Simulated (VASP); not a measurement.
Band structure of CsPbF₃ (space group Pm-3m). Method: PBEsol GGA, VASP's PBE PAW potentials (set 64) (plane waves; VASP 6.6.1).

Unless said otherwise, spin-orbit coupling is left out, though it shifts the bands of the heavy elements here.

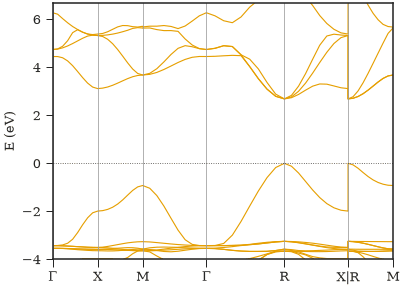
Fig. 1. Bands along high-symmetry lines, zero at the valence-band maximum or, without a gap, the Fermi level

Read the plot: is there a gap, and where are the band edges?

The gap is direct, 2.69 eV, from the valence maximum at R to the conduction minimum at R.

The structure comes from a computed database's CsPbF3 entry (Pm-3m); how it stands against other phases isn't given here. The cell was not relaxed at this level.
